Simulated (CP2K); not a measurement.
**CH5B2ClF− (SMILES C[BH2-]B(F)Cl): a chain of runs**

Aim: a structure relaxation (singlet CH5B2ClF−, PM6), then energy and forces (triplet CH5B2ClF−, PM6), then a geometry optimisation (triplet CH5B2ClF−, PM6), then energy and forces (singlet CH5B2ClF−, PM6) of CH5B2ClF. 

The results are computed with CP2K 2026.2.

4 further runs of the same task are left out: 4 set aside as unsound or not needed.

### Step 1. Starting point

CH5B2ClF−: 10 atoms, total charge -1, spin state singlet. As SMILES, `C[BH2-]B(F)Cl`. The shape is that of a GFN2-xTB optimisation. This is one conformer, not always the lowest. The run starts from this shape.

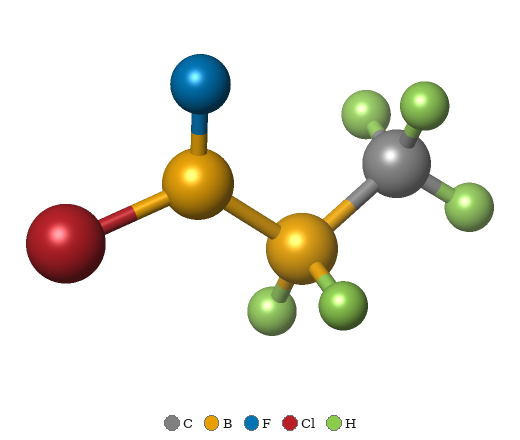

The structure, seen from a chosen angle (carbon grey, boron amber, fluorine blue, chlorine red, hydrogen green).

### Step 2. A structure relaxation at PM6 (run 1)

File run.inp:

```
&GLOBAL
  PROJECT_NAME run
  RUN_TYPE GEO_OPT
  PRINT_LEVEL LOW
&END GLOBAL
&FORCE_EVAL
  METHOD QUICKSTEP
  &DFT
    CHARGE -1
    &QS
      METHOD PM6
      EPS_DEFAULT 1.0E-10
      &SE
        &COULOMB
          CUTOFF [angstrom] 50
          RC_RANGE [angstrom] 0
        &END COULOMB
        &EXCHANGE
          CUTOFF [angstrom] 50
          RC_RANGE [angstrom] 0
        &END EXCHANGE
      &END SE
    &END QS
    &POISSON
      PERIODIC NONE
      POISSON_SOLVER ANALYTIC
    &END POISSON
    &SCF
      SCF_GUESS ATOMIC
      EPS_SCF 1.0E-06
      MAX_SCF 100
      ADDED_MOS 2
      &DIAGONALIZATION
        ALGORITHM STANDARD
      &END DIAGONALIZATION
      &MIXING
        METHOD DIRECT_P_MIXING
        ALPHA 0.4
      &END MIXING
    &END SCF
    &PRINT
      &MOMENTS
        PERIODIC F
        REFERENCE COM
        MAX_MOMENT 1
      &END MOMENTS
      &MULLIKEN OFF
      &END MULLIKEN
      &HIRSHFELD OFF
      &END HIRSHFELD
    &END PRINT
  &END DFT
  &SUBSYS
    &CELL
      ABC 13.2 13.6 14.8
      PERIODIC NONE
    &END CELL
    &COORD
      C      6.034630     7.139240     9.006270
      B      7.072830     7.537200     7.781150
      B      7.249640     6.312680     6.645570
      F      7.062730     4.991030     6.833010
      Cl     7.920400     6.529860     4.989100
      H      6.283010     6.175620     9.457370
      H      6.045300     7.878480     9.810900
      H      5.000520     7.067110     8.659390
      H      6.759860     8.608970     7.295820
      H      8.199480     7.677800     8.250810
    &END COORD
  &END SUBSYS
&END FORCE_EVAL
&MOTION
  &GEO_OPT
    OPTIMIZER BFGS
    MAX_ITER 100
    MAX_FORCE 4.5E-04
    RMS_FORCE 3.0E-04
  &END GEO_OPT
  &PRINT
    &TRAJECTORY
      &EACH
        GEO_OPT 1
      &END EACH
    &END TRAJECTORY
    &FORCES ON
      &EACH
        GEO_OPT 1
      &END EACH
    &END FORCES
    &RESTART OFF
    &END RESTART
    &RESTART_HISTORY OFF
    &END RESTART_HISTORY
  &END PRINT
&END MOTION
```

Started as:

```sh
$ OMP_NUM_THREADS=1 cp2k.psmp run.inp > run.out
```

Log:

```text
CP2K| version string:                                       CP2K version 2026.2
[...]
 GLOBAL| Method name                                                        CP2K
[...]
 GLOBAL| Run type                                                        GEO_OPT
[...]
                             - Atoms:                                         10
[...]
                             - Spherical basis functions:                     30
[...]
 Number of electrons:                                                         30
[...]
     1 P_Mix/Diag. 0.40E+00    0.0     0.80458046       -31.9141060113 -3.19E+01
[...]
  *** SCF run converged in    18 steps ***
[...]
 ENERGY| Total FORCE_EVAL ( QS ) energy [hartree]            -37.896447629866834
[...]
 OPT| Step number                                                              0
[...]
 OPT| Total energy [hartree]                                      -37.8964476299
[...]
 OPT| Step number                                                             37
[...]
 OPT| Total energy [hartree]                                      -37.9053044131
[...]
     8 DIIS/Diag.  0.24E-06    0.0     0.00000058       -37.9053044578 -4.79E-12
  *** SCF run converged in     8 steps ***
  Core-core repulsion energy [eV]:                           1794.75867919334792
  Core Hamiltonian energy [eV]:                             -1687.94893496423015
  Two-electron integral energy [eV]:                        -2276.53106806115011
  Electronic energy [eV]:                                   -2826.21446899480497
  Total energy [eV]:                                        -1031.45578980145706
  Atomic reference energy [eV]:                              1024.12926119129452
  Heat of formation [kcal/mol]:                              -168.95377684260959
[...]
 ENERGY| Total FORCE_EVAL ( QS ) energy [hartree]            -37.905304457823036
[...]
```

Wall time 1.9 s (1 thread of AMD EPYC 7R43 (Zen 3), shared host); peak memory 0.18 GiB.

The path in brief:

| step | energy from the first frame kept (eV) | largest force (eV/Å) |
| --- | --- | --- |
| 1 | 0.0000 | 1.1720 |
| 3 | -0.0659 | 0.2070 |
| 5 | -0.0692 | 0.0538 |
| 7 | -0.0701 | 0.0473 |
| 9 | -0.0708 | 0.0383 |
| 11 | -0.0712 | 0.0543 |
| 13 | -0.0718 | 0.0349 |
| 15 | -0.0728 | 0.0887 |
| 17 | -0.0742 | 0.0880 |
| 19 | -0.0752 | 0.0292 |
| 21 | -0.0756 | 0.0401 |
| 23 | -0.0759 | 0.0213 |
| 25 | -0.0762 | 0.0333 |
| 27 | -0.0764 | 0.0113 |
| 29 | -0.0764 | 0.0110 |
| 31 | -0.0766 | 0.0359 |
| 33 | -0.0769 | 0.0394 |
| 35 | -0.0770 | 0.0052 |
| 37 | -0.0771 | 0.0042 |
| 39 | -0.0771 | 0.0021 |

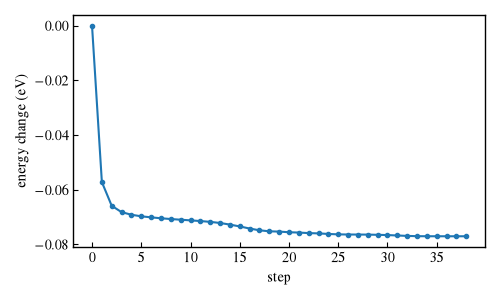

Energy along the run.

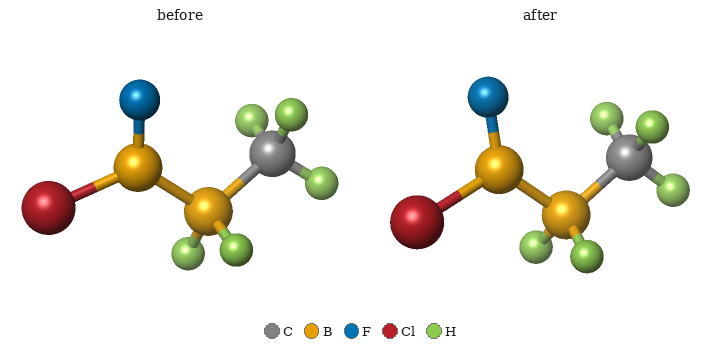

Before and after, at one scale.

After the run. Bond lengths: C1–B2 1.610 Å, B2–B3 1.617 Å, B3–F4 1.342 Å, B3–Cl5 1.876 Å, C1–H6 1.087 Å, C1–H7 1.088 Å, C1–H8 1.087 Å, B2–H9 1.194 Å, B2–H10 1.194 Å. Some angles: C1–B2–B3 109.7°, B2–B3–F4 132.8°, B2–B3–Cl5 119.3°, F4–B3–Cl5 107.9°, C1–B2–H9 113.6°, C1–B2–H10 113.5°, B3–B2–H9 103.7°, B3–B2–H10 103.5°, B2–C1–H6 110.9°, B2–C1–H7 107.4°.

### Step 3. The triplet: energy and forces at PM6 (run 2)

File mol.inp:

```
&global
  project_name mol
  run_type ENERGY_FORCE
  print_level MEDIUM
&end

&force_eval
  method QUICKSTEP
  &dft
    charge -1
    multiplicity 3
    lsd T
    &qs
      method PM6
      eps_default 1.0E-10
      &se
        &coulomb
          cutoff [angstrom] 50
          rc_range [angstrom] 0
        &end
        &exchange
          cutoff [angstrom] 50
          rc_range [angstrom] 0
        &end
      &end
    &end
    &poisson
      periodic NONE
      poisson_solver ANALYTIC
    &end
    &scf
      scf_guess ATOMIC
      eps_scf 1.0E-06
      max_scf 50
      &ot
        minimizer DIIS
        preconditioner FULL_SINGLE_INVERSE
      &end
      &outer_scf
        eps_scf 1.0E-06
        max_scf 8
      &end
    &end
    &print
      &moments
        periodic F
        reference COM
        max_moment 1
      &end
      &mo_cubes
        nlumo 3
        nhomo -1
        write_cube F
      &end
      &hirshfeld OFF
      &end
    &end
  &end
  &subsys
    &cell
      abc 13.1 13.3 14.5
      periodic NONE
    &end
    &coord
      C      5.982133     6.969504     8.809830
      B      6.945040     7.413222     7.598078
      B      7.062257     6.209226     6.524528
      F      6.534745     4.976550     6.476302
      Cl     8.118103     6.446640     4.992000
      H      6.380063     6.097514     9.321612
      H      5.933267     7.802760     9.508000
      H      4.981897     6.747378     8.448048
      H      6.515811     8.323450     6.956214
      H      8.075644     7.601360     7.931808
    &end
  &end
  &print
    &forces ON
    &end
  &end
&end
```

Started as:

```sh
$ OMP_NUM_THREADS=1 cp2k.psmp -i mol.inp -o mol.out
```

Log:

```text
CP2K| version string:                                       CP2K version 2026.2
[...]
 GLOBAL| Method name                                                        CP2K
[...]
 GLOBAL| Run type                                                   ENERGY_FORCE
[...]
                             - Atoms:                                         10
[...]
                             - Spherical basis functions:                     30
[...]
 Number of electrons:                                                         16
[...]
     1 OT DIIS     0.80E-01    0.0     0.13907164       -33.1818844586 -3.32E+01
[...]
    18 OT DIIS     0.80E-01    0.0     0.00000089       -37.7823302467 -1.23E-09
  *** SCF run converged in    18 steps ***
  Core-core repulsion energy [eV]:                           1794.75868208052589
  Core Hamiltonian energy [eV]:                             -1686.81995155405457
  Two-electron integral energy [eV]:                        -2272.09644372869707
  Electronic energy [eV]:                                   -2822.86817341840333
  Total energy [eV]:                                        -1028.10949133787722
  Atomic reference energy [eV]:                              1024.12926119129452
  Heat of formation [kcal/mol]:                               -91.78629494944745
[...]
 SE_DIPOLE| Moment [Debye]          0.81192872       1.43741118      -0.25962218
 SE_DIPOLE| Derivative [a.u.]       0.00000000       0.00000000       0.00000000
 *** WARNING in qs_scf_post_se.F:140 :: Printing of MO cube files not ***
 *** implemented for Semi-Empirical method.                           ***
 ENERGY| Total FORCE_EVAL ( QS ) energy [hartree]            -37.782330247037784
[...]
```

Run time: 7.5 s. Hardware: 1 thread of AMD EPYC 7R43 (Zen 3), shared host; peak memory 0.18 GiB.

### Step 4. The triplet: a structure relaxation at PM6 (run 3)

File run.inp:

```
&FORCE_EVAL
  METHOD QUICKSTEP
  &DFT
    CHARGE -1
    MULTIPLICITY 3
    UNRESTRICTED_KOHN_SHAM T
    &QS
      METHOD PM6
      EPS_DEFAULT 1.0E-10
      &SE
        &COULOMB
          CUTOFF [angstrom] 50
          RC_RANGE [angstrom] 0
        &END COULOMB
        &EXCHANGE
          CUTOFF [angstrom] 50
          RC_RANGE [angstrom] 0
        &END EXCHANGE
      &END SE
    &END QS
    &POISSON
      PERIODIC NONE
      POISSON_SOLVER ANALYTIC
    &END POISSON
    &SCF
      SCF_GUESS ATOMIC
      EPS_SCF 1.0E-06
      MAX_SCF 50
      &OT
        MINIMIZER DIIS
        PRECONDITIONER FULL_SINGLE_INVERSE
      &END OT
      &OUTER_SCF
        EPS_SCF 1.0E-06
        MAX_SCF 8
      &END OUTER_SCF
    &END SCF
    &PRINT
      &MOMENTS
        PERIODIC F
        REFERENCE COM
        MAX_MOMENT 1
      &END MOMENTS
      &MULLIKEN OFF
      &END MULLIKEN
      &HIRSHFELD OFF
      &END HIRSHFELD
    &END PRINT
  &END DFT
  &SUBSYS
    &CELL
      ABC 13.1 13.3 14.5
      PERIODIC NONE
    &END CELL
    &COORD
      C      5.982133     6.969504     8.809830
      B      6.945040     7.413222     7.598078
      B      7.062257     6.209226     6.524528
      F      6.534745     4.976550     6.476302
      Cl     8.118103     6.446640     4.992000
      H      6.380063     6.097514     9.321612
      H      5.933267     7.802760     9.508000
      H      4.981897     6.747378     8.448048
      H      6.515811     8.323450     6.956214
      H      8.075644     7.601360     7.931808
    &END COORD
  &END SUBSYS
&END FORCE_EVAL

&MOTION
  &GEO_OPT
    OPTIMIZER BFGS
    MAX_ITER 100
    MAX_FORCE 4.5E-04
    RMS_FORCE 3.0E-04
  &END GEO_OPT
  &PRINT
    &TRAJECTORY
      &EACH
        GEO_OPT 1
      &END EACH
    &END TRAJECTORY
    &FORCES ON
      &EACH
        GEO_OPT 1
      &END EACH
    &END FORCES
    &RESTART OFF
    &END RESTART
    &RESTART_HISTORY OFF
    &END RESTART_HISTORY
  &END PRINT
&END MOTION

&GLOBAL
  PROJECT_NAME run
  RUN_TYPE GEO_OPT
  PRINT_LEVEL LOW
&END GLOBAL
```

Started as:

```sh
$ OMP_NUM_THREADS=1 cp2k.psmp run.inp > run.out
```

Log:

```text
CP2K| version string:                                       CP2K version 2026.2
[...]
 GLOBAL| Method name                                                        CP2K
[...]
 GLOBAL| Run type                                                        GEO_OPT
[...]
                             - Atoms:                                         10
[...]
                             - Spherical basis functions:                     30
[...]
 Number of electrons:                                                         16
[...]
     1 OT DIIS     0.80E-01    0.0     0.13907164       -33.1818844586 -3.32E+01
[...]
  *** SCF run converged in    18 steps ***
[...]
 ENERGY| Total FORCE_EVAL ( QS ) energy [hartree]            -37.782330247037784
[...]
 OPT| Step number                                                              0
[...]
 OPT| Total energy [hartree]                                      -37.7823302470
[...]
 OPT| Step number                                                             33
[...]
 OPT| Total energy [hartree]                                      -37.8411651254
[...]
    15 OT DIIS     0.80E-01    0.0     0.00000091       -37.8411657031 -8.14E-10
  *** SCF run converged in    15 steps ***
  Core-core repulsion energy [eV]:                           1810.40322504892310
  Core Hamiltonian energy [eV]:                             -1685.96244987823570
  Two-electron integral energy [eV]:                        -2308.30252139709000
  Electronic energy [eV]:                                   -2840.11371057678070
  Total energy [eV]:                                        -1029.71048552785783
  Atomic reference energy [eV]:                              1024.12926119129452
  Heat of formation [kcal/mol]:                              -128.70610097123776
[...]
 ENERGY| Total FORCE_EVAL ( QS ) energy [hartree]            -37.841165703145961
[...]
```

Run time: 26 s. Hardware: 1 thread of AMD EPYC 7R43 (Zen 3), shared host; peak memory 0.18 GiB.

Step by step:

| step | energy from the first frame kept (eV) | largest force (eV/Å) |
| --- | --- | --- |
| 1 | 0.0000 | 2.0411 |
| 3 | -0.2448 | 0.9535 |
| 5 | -0.4672 | 2.6102 |
| 7 | -0.6840 | 2.3456 |
| 9 | -0.9019 | 0.6025 |
| 11 | -0.9872 | 0.2924 |
| 13 | -1.0349 | 0.4536 |
| 15 | -1.0642 | 0.1738 |
| 17 | -1.0797 | 0.2747 |
| 19 | -1.0942 | 0.3257 |
| 21 | -1.1130 | 0.2371 |
| 23 | -1.1264 | 0.1746 |
| 25 | -1.1316 | 0.1209 |
| 27 | -1.1345 | 0.0906 |
| 29 | -1.1362 | 0.0689 |
| 31 | -1.1373 | 0.0405 |
| 33 | -1.1376 | 0.0158 |
| 35 | -1.1376 | 0.0077 |

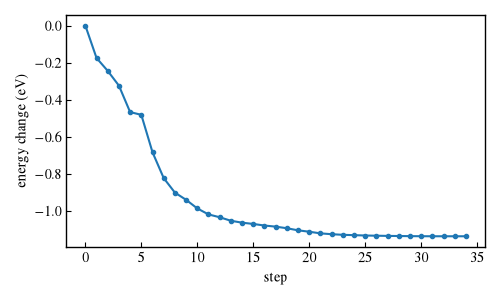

Energy along the run.

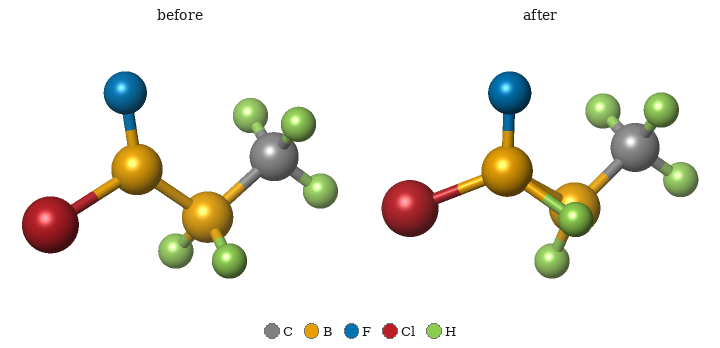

Before and after, at one scale.

After the run. Bond lengths: C1–B2 1.581 Å, B2–B3 1.767 Å, B3–F4 1.354 Å, B3–Cl5 1.832 Å, C1–H6 1.086 Å, C1–H7 1.088 Å, C1–H8 1.091 Å, B2–H9 1.184 Å, B2–H10 1.274 Å. Some angles: C1–B2–B3 116.8°, B2–B3–F4 116.8°, B2–B3–Cl5 107.2°, F4–B3–Cl5 114.7°, C1–B2–H9 119.7°, C1–B2–H10 118.3°, B3–B2–H9 115.6°, B3–B2–H10 53.3°, B2–C1–H6 112.5°, B2–C1–H7 108.9°.

### Step 5. Energy and forces at PM6 (run 4)

File calc.inp:

```
&FORCE_EVAL
   METHOD QUICKSTEP
   &DFT
      CHARGE -1
      MULTIPLICITY 1
      &QS
         METHOD PM6
         EPS_DEFAULT 1.0E-10
         &SE
            &COULOMB
               CUTOFF [angstrom] 50
               RC_RANGE [angstrom] 0
            &END COULOMB
            &EXCHANGE
               CUTOFF [angstrom] 50
               RC_RANGE [angstrom] 0
            &END EXCHANGE
         &END SE
      &END QS
      &POISSON
         PERIODIC NONE
         POISSON_SOLVER ANALYTIC
      &END POISSON
      &SCF
         SCF_GUESS ATOMIC
         EPS_SCF 1.0E-06
         MAX_SCF 100
         ADDED_MOS 2
         &DIAGONALIZATION
            ALGORITHM STANDARD
         &END DIAGONALIZATION
         &MIXING
            METHOD DIRECT_P_MIXING
            ALPHA 0.4
         &END MIXING
      &END SCF
      &PRINT
         &MOMENTS
            PERIODIC F
            REFERENCE COM
            MAX_MOMENT 1
         &END MOMENTS
         &MO ON
            ENERGIES T
            OCCUPATION_NUMBERS T
            NDIGITS 6
            &EACH
               QS_SCF 0
            &END EACH
            ADD_LAST NUMERIC
         &END MO
         &HIRSHFELD OFF
         &END HIRSHFELD
      &END PRINT
   &END DFT
   &SUBSYS
      &CELL
         ABC [angstrom] 13.2 13.6 14.5
         PERIODIC NONE
      &END CELL
      &COORD
         C      5.964102     7.142377     8.832400
         B      7.027966     7.534813     7.730590
         B      7.638424     6.226770     6.711538
         F      7.101840     4.999248     6.908882
         Cl     7.579952     6.818746     4.978560
         H      6.245430     6.247595     9.380741
         H      5.845270     7.975934     9.521440
         H      5.018112     6.961779     8.319331
         H      6.974478     8.600752     7.218151
         H      8.181887     6.999129     7.788430
      &END COORD
   &END SUBSYS
   &PRINT
      &FORCES ON
      &END FORCES
   &END PRINT
&END FORCE_EVAL

&GLOBAL
   PROJECT calc
   RUN_TYPE ENERGY_FORCE
   PRINT_LEVEL MEDIUM
&END GLOBAL
```

Started as:

```sh
$ OMP_NUM_THREADS=1 cp2k.psmp -i calc.inp -o calc.out
```

Log:

```text
CP2K| version string:                                       CP2K version 2026.2
[...]
 GLOBAL| Method name                                                        CP2K
[...]
 GLOBAL| Run type                                                   ENERGY_FORCE
[...]
                             - Atoms:                                         10
[...]
                             - Spherical basis functions:                     30
[...]
 Number of electrons:                                                         30
[...]
     1 P_Mix/Diag. 0.40E+00    0.0     1.06982864       -31.8630953033 -3.19E+01
[...]
    29 DIIS/Diag.  0.26E-06    0.0     0.00000055       -37.8260032358 -1.78E-12
  *** SCF run converged in    29 steps ***
  Core-core repulsion energy [eV]:                           1810.40302331495718
  Core Hamiltonian energy [eV]:                             -1685.61043022181252
  Two-electron integral energy [eV]:                        -2308.18097380619611
  Electronic energy [eV]:                                   -2839.70091712491057
  Total energy [eV]:                                        -1029.29789380995339
  Atomic reference energy [eV]:                              1024.12926119129452
  Heat of formation [kcal/mol]:                              -119.19150917162058
[...]
 SE_DIPOLE| Moment [Debye]         -1.24882073       2.22376488       0.63162621
 SE_DIPOLE| Derivative [a.u.]       0.00000000       0.00000000       0.00000000
 ENERGY| Total FORCE_EVAL ( QS ) energy [hartree]            -37.826003235847040
[...]
```

Run time: 1.1 s. Hardware: 1 thread of AMD EPYC 7R43 (Zen 3), shared host; peak memory 0.18 GiB.

### Step 6. Results

```
                                                              quantity            value
                                   run 1, PM6: total energy at the end     -37.90530 Eh
                                         run 1, PM6: heat of formation  -169.0 kcal/mol
                                          triplet, run 2: total energy     -37.78233 Eh
             triplet, run 2: heat of formation at this unrelaxed shape   -91.8 kcal/mol
                              triplet, run 2: largest force on an atom       3.970 eV/Å
                               triplet, run 3: total energy at the end     -37.84117 Eh
                                     triplet, run 3: heat of formation  -128.7 kcal/mol
                                              run 4, PM6: total energy     -37.82600 Eh
                                               run 4, PM6: HOMO energy         -1.92 eV
                                               run 4, PM6: LUMO energy          3.94 eV
                                             run 4, PM6: HOMO–LUMO gap          5.86 eV
                 run 4, PM6: heat of formation at this unrelaxed shape  -119.2 kcal/mol
                                  run 4, PM6: largest force on an atom       5.657 eV/Å
adiabatic energy of the triplet above the singlet (no zero-point term)         1.745 eV
```

What this shows: The adiabatic energy of the triplet above the singlet (no zero-point term) is 1.75 eV (168 kJ/mol). The largest force (run 4, PM6) is 5.66 eV/Å: the shape isn't a stationary point for this species at this level. The optimisation (run 1, PM6) took 38 steps. The optimisation (triplet, run 3) took 34 steps.
